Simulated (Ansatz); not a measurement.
# CH4F2OSi (SMILES C[Si](O)(F)F) at CCSD(T)/cc-pVDZ

What is the vertical ionisation energy of CH4F2OSi at CCSD(T)/cc-pVDZ? 

The calculation is run with Ansatz 0.2.0.

99 further runs of the same task are left out: 2 that didn't finish, 97 set aside as unsound or not needed. Runs told in other sessions of the task aren't counted.

## Step 1: Starting point

CH4F2OSi has 9 atoms, charge 0, and is taken as a singlet. As SMILES, `C[Si](O)(F)F`. Geometry: relaxed at PBE0-D4/def2-TZVP. This is one conformer, not always the lowest.

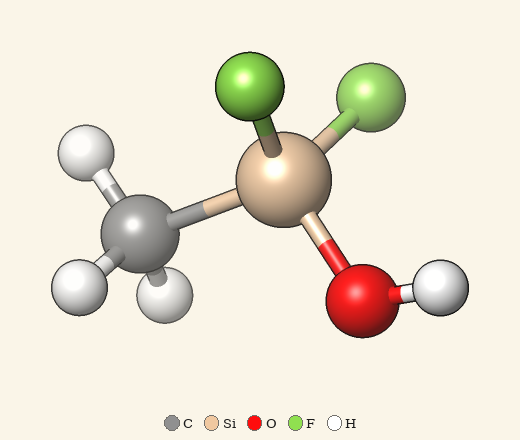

Viewed from a chosen angle; carbon grey, silicon light orange, oxygen red, fluorine green, hydrogen white.

## Step 2: The energy at CCSD(T)/cc-pVDZ

job.yaml

```yaml
crystal:
  periodic: [false, false, false]
  atoms:
    - {symbol: C, position_ang: [-1.189400, 0.338900, -0.162200]}
    - {symbol: Si, position_ang: [0.580100, -0.130700, -0.192500]}
    - {symbol: O, position_ang: [1.083400, -0.479900, 1.308000]}
    - {symbol: F, position_ang: [0.827400, -1.374000, -1.151900]}
    - {symbol: F, position_ang: [1.471900, 1.032700, -0.807900]}
    - {symbol: H, position_ang: [-1.795500, -0.480100, 0.229600]}
    - {symbol: H, position_ang: [-1.342100, 1.213300, 0.473300]}
    - {symbol: H, position_ang: [-1.540100, 0.577500, -1.168100]}
    - {symbol: H, position_ang: [1.992700, -0.743900, 1.454700]}
basis:
  gaussian:
    orbitals: cc-pVDZ
correlation:
  method: ccsd_t
  frozen_orbitals: {C: 1, F: 1, H: 0, O: 1, Si: 5}
accuracy: high
scf:
  omitted_lower_state_checks: [cluster_reference, increment]
```

Launch:

```sh
$ ansatz run job.yaml --threads 1 --pin off --max-ram 3480MiB --events-out events.jsonl --progress --plain --runs-dir runs
```

What it wrote, cut to the lines that bear on the results:

```text
Warning: RAYON_NUM_THREADS=1 ignored (pool sized by the plan → 1); use --threads N
Functional definition: HF
  name "HF"
[...]
2129 factors; integrals over basis functions are off by at most 3.5e-9 eV
[...]
mean field -16410.37013013 eV, -603.0699789337 hartree, gradient 1.0e-7 eV, S^2 0.000000; 0 other end points of the search recorded, 0 dependent functions left out
9 core orbitals not correlated: weight in the atoms' cores, before any rotation towards them, 1.000 or more for the frozen orbitals, at most 0.000 for the correlated occupied ones
reference -16410.37013013 eV, -603.0699789337 hartree; 16, 16 occupied and 69, 69 virtual orbitals, 2129 factors
second order -21.64615890 eV of doubles, -0.00000000 eV of singles
cycle   1  -21.87833740 eV  change   -2.3e-1 eV  update   9.4e-2
[...]
cycle  19  -22.40986768 eV  change  -5.3e-10 eV  update   2.0e-9
perturbative correction -0.42465362 eV, -0.0156057325 hartree
Total energy: -16433.20465142 eV, -603.9091321135 hartree
Checks for a lower state left out: cluster_reference, increment
```

Run time: 42 s. Hardware: 1 thread of Arm Neoverse V2, shared host; peak memory 0.63 GiB.

## Step 3: The doublet cation, same level

molecule.yaml

```yaml
crystal:
  periodic: [false, false, false]
  atoms:
    - {symbol: C, position_ang: [-1.189400, 0.338900, -0.162200]}
    - {symbol: Si, position_ang: [0.580100, -0.130700, -0.192500]}
    - {symbol: O, position_ang: [1.083400, -0.479900, 1.308000]}
    - {symbol: F, position_ang: [0.827400, -1.374000, -1.151900]}
    - {symbol: F, position_ang: [1.471900, 1.032700, -0.807900]}
    - {symbol: H, position_ang: [-1.795500, -0.480100, 0.229600]}
    - {symbol: H, position_ang: [-1.342100, 1.213300, 0.473300]}
    - {symbol: H, position_ang: [-1.540100, 0.577500, -1.168100]}
    - {symbol: H, position_ang: [1.992700, -0.743900, 1.454700]}
basis:
  gaussian:
    orbitals: cc-pVDZ
total_charge: 1
magnetization:
  spin_polarized: true
  initial_magnetization: 1
correlation:
  method: ccsd_t
  frozen_orbitals: {C: 1, F: 1, H: 0, O: 1, Si: 5}
accuracy: high
scf:
  omitted_lower_state_checks: [cluster_reference, increment]
```

Launch:

```sh
$ ansatz run molecule.yaml --threads 1 --pin off --max-ram 3480MiB --events-out events.jsonl --progress --plain --runs-dir runs
```

What it wrote, cut to the lines that bear on the results:

```text
Warning: RAYON_NUM_THREADS=1 ignored (pool sized by the plan → 1); use --threads N
[... 2 set-up lines as earlier in the session ...]
[...]
2127 factors; integrals over basis functions are off by at most 3.5e-9 eV
[...]
mean field -16398.71883392 eV, -602.6418016959 hartree, gradient 1.9e-8 eV, S^2 0.755577; 9 other end points of the search recorded, 0 dependent functions left out
9 core orbitals not correlated: weight in the atoms' cores, before any rotation towards them, 1.000 or more for the frozen orbitals, at most 0.000 for the correlated occupied ones
reference -16398.71883392 eV, -602.6418016959 hartree; 16, 15 occupied and 69, 70 virtual orbitals, 2127 factors
second order -20.37676721 eV of doubles, -0.00000000 eV of singles
cycle   1  -20.79354310 eV  change   -4.2e-1 eV  update   1.1e-1
[...]
cycle  47  -21.40473459 eV  change   5.4e-10 eV  update   2.7e-9
perturbative correction -0.43885014 eV, -0.0161274453 hartree
Total energy: -16420.56241866 eV, -603.4445386288 hartree
Checks for a lower state left out: cluster_reference, increment
```

Run time: 5.1 min. Hardware: 1 thread of Arm Neoverse V2, shared host; peak memory 1.4 GiB.

## Step 4: Summary of results

Level: CCSD(T)/cc-pVDZ, 9 core orbitals frozen.

```
                                                     quantity          value
                               singlet CH4F2OSi: total energy  -603.90913 Eh
singlet CH4F2OSi: correlation energy (9 core orbitals frozen)     -839.2 mEh
                             singlet CH4F2OSi: (T) correction     -15.61 mEh
                              singlet CH4F2OSi: T1 diagnostic          0.011
                                 doublet cation: total energy  -603.44454 Eh
  doublet cation: correlation energy (9 core orbitals frozen)     -802.7 mEh
                               doublet cation: (T) correction     -16.13 mEh
            doublet cation: ⟨S²⟩ of the reference determinant          0.756
                                doublet cation: T1 diagnostic          0.022
           vertical ionisation energy (to the doublet cation)      12.642 eV
```

The vertical ionisation energy comes to 12.64 eV (1220 kJ/mol). The triples (singlet CH4F2OSi) make up 1.9 % of the correlation energy. The triples (doublet cation) make up 2.0 % of the correlation energy.
